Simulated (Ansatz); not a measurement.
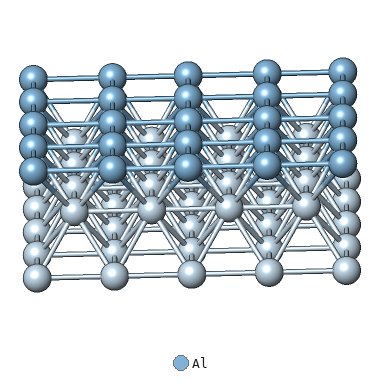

The system is Mg on an Al(100) slab cut from the Fm-3m phase, its upper half relaxed before the scan (12 atoms of substrate and one adsorbate in a 2 × 2 cell); the picture shows it without the atoms that are moved over the map. Mg is moved over the surface cell; relaxed at each place: the height of the adsorbate's atoms and the top layer of the substrate; the origin of the map has the adsorbate above Al9. Places are given modulo a cell vector. The map is drawn in real space over the plane of the surface. The scan uses a 6 × 6 grid; 10 points were computed and 26 follow by symmetry. Places are given in fractions of the 1 × 1 surface cell. Energies are in eV, from the lowest grid point. Computed with DFT PBE, scalar-relativistic, plane waves, PAW (Ansatz 0.2.0). Settings: cutoff 420 eV, k-mesh 5×5×1, gaussian smearing 0.1 eV, no spin polarisation.

Range: position of Mg13 along the first surface vector from 0.000 to 0.833; position of Mg13 along the second surface vector from 0.000 to 0.833.

**Predict the map.**

The lowest grid point is at a fourfold hollow over a second-layer Al atom, (3/6, 3/6) of the cell vectors. It is the only kind of minimum in the scanned range. The highest grid point, the top site over a surface Al atom, (0/6, 0/6) of the cell vectors, lies 0.577 eV above the lowest. On the interpolated surface the easiest way out of the lowest well to its copy in the next cell or period passes a barrier of about 0.36 eV. At the lowest point the adsorbate has 4 Al at 2.86 Å as nearest neighbours, at the highest 1 Al at 2.70 Å. Its relaxed height above the top atom is 1.96 Å at the lowest and 2.45 Å at the highest point.

```csv
"second ↓, first →",0/6,1/6,2/6,3/6,4/6,5/6
5/6,0.521,0.461,0.337,0.275,0.337,0.461
4/6,0.410,0.337,0.177,0.093,0.177,0.337
3/6,0.357,0.275,0.093,0.000,0.093,0.275
2/6,0.410,0.337,0.177,0.093,0.177,0.337
1/6,0.521,0.461,0.337,0.275,0.337,0.461
0/6,0.577,0.521,0.410,0.357,0.410,0.521
```

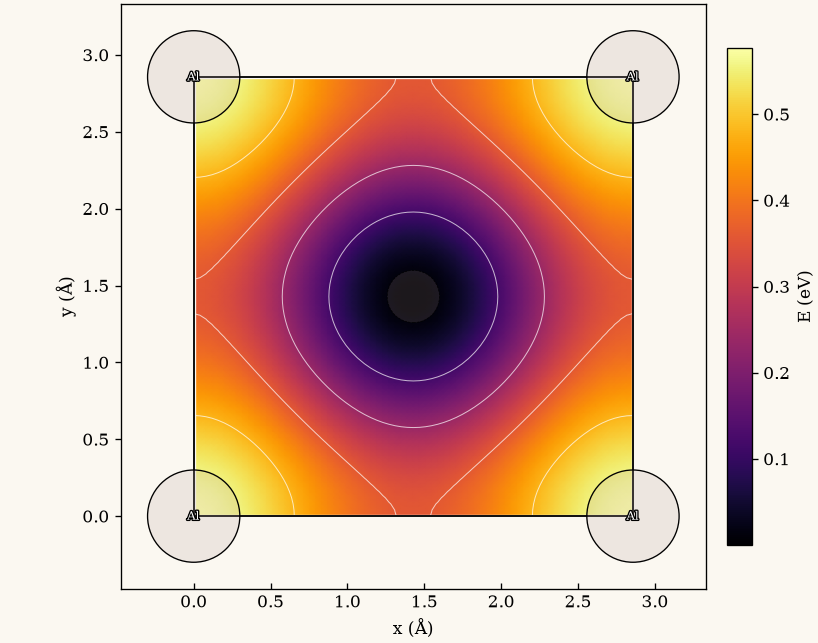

The picture shows a smooth colour map with a few white contour lines, labelled circles for the atoms of the top layer and small ones for the second layer, the outline of one cell of the plane. Between grid points the surface is interpolated.

Each point was launched as `ansatz run input.yaml --threads 1 --pin off --max-ram 3072MiB --backend cpu --events-out ev --progress --plain --runs-dir out`. Time for the 10 points that were run: 7.2 min on 1 thread of Intel(R) Xeon(R) 6975P-C (Granite Rapids), with other jobs on the host.
